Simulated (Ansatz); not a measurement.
MgBrCl: several calculations on one system

## 1. Relaxation

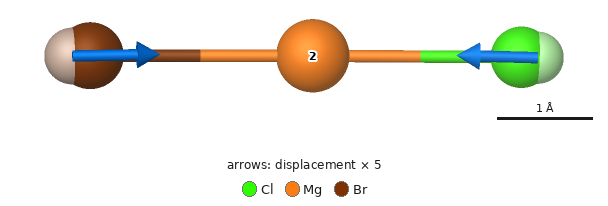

A relaxation of MgBrCl (coarse preliminary run). The starting structure is drawn faded, the final one solid; blue arrows show the displacements, 5 times their true length. The two geometries are superimposed by the best rigid fit.

The picture is a ball-and-stick view, seen face on.

These are results of Ansatz 0.2.0, RKS PBE-D4/def2-SVP, not measurements. (force threshold 0.03 eV/Å; at most 250 steps)

Question: What happened in the run?

Answer: The optimiser took 3 steps. The largest move after the best rigid fit is that of the Br atom, 0.19 Å. Largest moves by element: Br 0.19 Å, Cl 0.17 Å, Mg 0.02 Å. Near-neighbour distances that change, for instance: Br–Mg 2.551 → 2.352 Å, Cl–Mg 2.362 → 2.203 Å. The run took of the order of 5 core-seconds on a shared host.

## 2. Relaxation

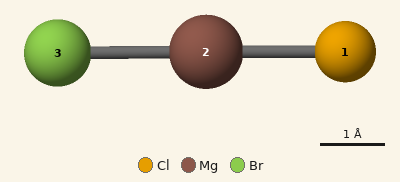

MgBrCl, before the relaxation. Style: ball-and-stick. Shown face on.

Level of theory: RKS PBE0-D4/def2-TZVP (Ansatz).

Input
```yaml
crystal:
  periodic: [false, false, false]
  atoms:
    - {symbol: Cl, position_ang: [0.874728, 1.936178, 0.681869]}
    - {symbol: Mg, position_ang: [0.011263, 0.023629, 0.009681]}
    - {symbol: Br, position_ang: [-0.896891, -2.024707, -0.704749]}
basis:
  gaussian: {orbitals: def2-TZVP}
hamiltonian: {xc: pbe0, dispersion: d4}
relax: {f_tol: 0.005, max_steps: 200}
```

Q: Predict the outcome.

A: After 2 geometry steps the energy has fallen by 1.28 kJ/mol. Largest force component: 0.36 eV/Å at the start, 0.0029 eV/Å at the end. The largest moves after the best rigid fit, 0.033 Å, are those of Cl1 and Br3. Largest moves by element: Cl 0.033 Å, Br 0.033 Å, Mg 0.003 Å. Near-neighbour distances that change, for instance: Cl1–Mg2 2.203 → 2.170 Å, Mg2–Br3 2.352 → 2.318 Å. The run took of the order of 16 core-seconds on a shared host.

Final geometry:

```xyz
3

Cl    0.8605    1.9077    0.6714
Mg    0.0136    0.0225    0.0102
Br   -0.8850   -1.9951   -0.6948
```

## 3. Scan

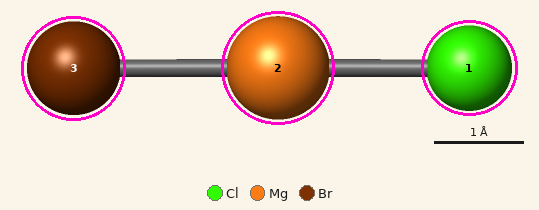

MgBrCl: the Mg2–Br3 distance and the Cl1–Mg2 distance are varied on a grid, with the rest of the molecule carried along rigidly. The picture shows the minimum geometry. The ringed atoms are those of the scanned coordinate. The picture is a ball-and-stick view, seen face on.

Single-point energies from Ansatz with CCSD(T) in the def2-TZVPP basis, on geometries moved rigidly from the minimum at PBE0-D4/def2-TZVP. Coupled cluster with a frozen core. Energies are counted from the PBE0-D4/def2-TZVP minimum geometry at the same level.

```xyz
3

Cl    0.8606    1.9077    0.6714
Mg    0.0136    0.0225    0.0102
Br   -0.8850   -1.9951   -0.6948
```

### What energies does the calculation give on a grid with rows 1.994, 2.093, 2.238, 2.408, 2.596, 2.799, 3.014 and columns 1.953, 2.016, 2.109, 2.217, 2.337, 2.467, 2.604 (Mg2–Br3 distance (Å); Cl1–Mg2 distance (Å))?

Rows: Mg2–Br3 distance (Å); columns: Cl1–Mg2 distance (Å); values in kcal/mol.

|  | 1.953 | 2.016 | 2.109 | 2.217 | 2.337 | 2.467 | 2.604 |
| --- | --- | --- | --- | --- | --- | --- | --- |
| 1.994 | 33.3 | 27.6 | 23.1 | 22.3 | 25.0 | 30.4 | 37.7 |
| 2.093 | 20.4 | 14.7 | 10.4 | 9.7 | 12.4 | 17.9 | 25.3 |
| 2.238 | 11.7 | 6.1 | 1.9 | 1.3 | 4.2 | 9.8 | 17.3 |
| 2.408 | 11.0 | 5.6 | 1.5 | 1.0 | 4.0 | 9.8 | 17.4 |
| 2.596 | 16.8 | 11.4 | 7.5 | 7.1 | 10.3 | 16.2 | 23.9 |
| 2.799 | 26.5 | 21.2 | 17.4 | 17.2 | 20.4 | 26.5 | 34.4 |
| 3.014 | 38.2 | 33.0 | 29.2 | 29.1 | 32.5 | 38.6 | 46.6 |

In pairs of (Mg2–Br3 distance (Å); Cl1–Mg2 distance (Å)): the lowest computed point lies at (2.408, 2.217) (1.0 kcal/mol), the highest at (3.014, 2.604) (46.6 kcal/mol).  Over the ranges scanned the energy rises more along the first axis, the Mg2–Br3 distance.

As a map, interpolated between the computed points (dots):

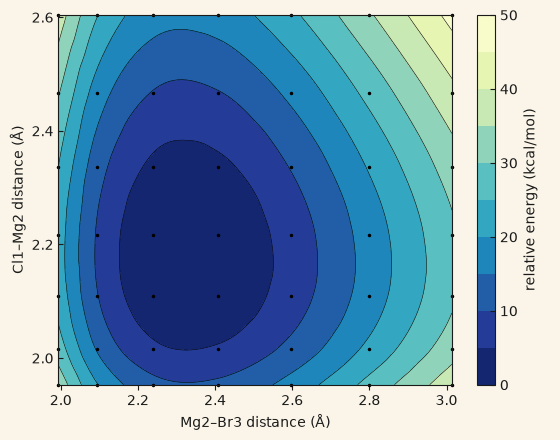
